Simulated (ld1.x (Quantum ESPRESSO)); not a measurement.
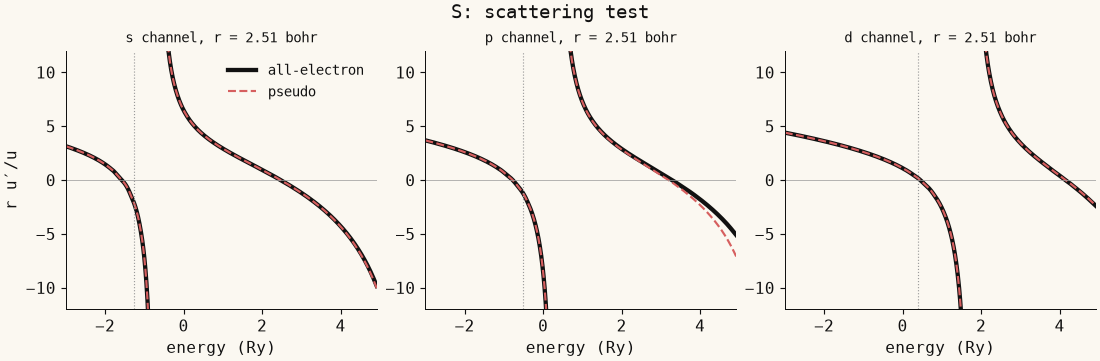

Logarithmic derivatives r u′/u at the test radius against energy, all-electron atom (solid) and pseudo-atom (dashed). Here u = r R(r). The dotted line marks the reference energy of the channel.

```
Element                 : sulfur (S)
Generator               : ld1.x (Quantum ESPRESSO) 7.5
Type                    : PAW
Functional              : PBE
Relativity              : scalar-relativistic
Frozen core             : [Ne]
Valence charge          : 6
Reference configuration : 3s2 3p4
Partial waves           : 3s (bound): rcut 1.30, rcutus 1.40 bohr; 3s channel at 0.85 Ry: rcut 1.30, rcutus 1.40 bohr; 3p (bound): rcut 1.40, rcutus 2.30 bohr; 3p channel at -0.15 Ry: rcut 1.40, rcutus 2.30 bohr; 3d channel at 0.4 Ry: rcut 1.50, rcutus 1.60 bohr; 3d channel at 0.75 Ry: rcut 1.50, rcutus 1.60 bohr
Local potential         : all-electron potential smoothed inside 1.55 bohr (lloc = -1)
Core correction         : Bessel-smoothed model core, default radius (core density twice the valence density)
Augmentation charge     : PSQ, inside the norm-conserving radii
```

Question: Does the potential have spurious states?

Answer: The plot shows none: pseudo and all-electron curves have the same branches in all channels drawn. The separate test gives: no ghost state below the valence levels in the s, p, d, f channels.

Question: Where do the curves cross zero?

Answer: s: all-electron -1.6 and 2.5 Ry, pseudo -1.6 and 2.5 Ry; p: all-electron -0.8 and 3.3 Ry, pseudo -0.8 and 3.2 Ry; d: all-electron 0.4 and 4.1 Ry, pseudo 0.4 and 4.1 Ry.
